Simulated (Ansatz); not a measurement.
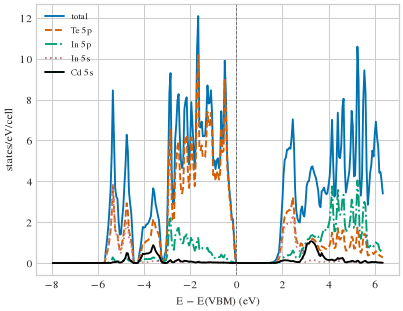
Figure. Total and projected density of states of CdIn$_{2}$Te$_{4}$ in space group I-4 (No. 82; Cd on 2a, In on 2b, In on 2d, Te on 8g), r²SCAN in the plane-wave PAW code Ansatz

**Question.** Which orbitals carry the states next to the gap?

**Answer.** Top 1 eV of the valence band: Te 5p 90 %. Bottom 1 eV of the conduction band: Te 5p 45 %, In 5s 35 %, In 5p 7 %, outside the projected shells 6 %. Projections are on Löwdin-orthogonalised atomic valence shells; empty p or d shells of many metals are not among them.

**Question.** Where is the tallest occupied peak in this window, and what makes it?

**Answer.** Near -1.6 eV, about 12 states/eV per cell; the largest projected share is Te 5p.

The first step of the workflow began from a Materials Project structure, measured or hypothetical; the Crystallography Open Database files this formula in space group No. 82, but the cells were not matched. Whether it is the stable phase at ambient conditions was not checked. The cell was relaxed with r²SCAN under the symmetry of its start; its stability against distortions is not shown here. Scalar-relativistic: spin–orbit coupling is off unless named, which matters more the heavier the elements.

Potentials: the later of the program's two PAW sets.
